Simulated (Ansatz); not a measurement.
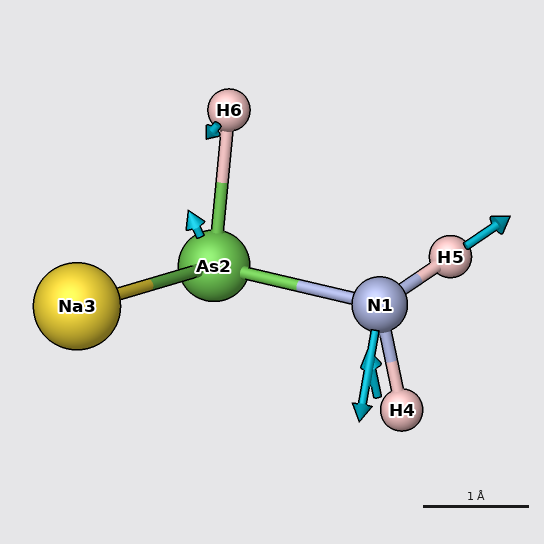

Arrows show the forces on the atoms, 0.3 Å of arrow for 1 eV/Å; forces under a tenth of the largest aren't drawn. Level of theory: ωB97M-V/def2-TZVPP (Ansatz 0.2.0).

> On which atom is the force largest, and how large is it?

On N1: 3.04 eV/Å.

> Along which bond is the force strongest?

N1–H4, now 1.067 Å: the forces pull its atoms together, so a first step downhill shortens it.

List the force components in the frame of the picture (x right, y up, z towards the viewer), in eV/Å.

```tsv
atom	Fx	Fy	Fz
N1	−0.52	−2.99	0.16
As2	−0.41	0.88	0.24
Na3	0.19	0.07	−0.16
H4	−0.33	1.54	0.71
H5	1.46	0.99	−0.66
H6	−0.39	−0.50	−0.29
```
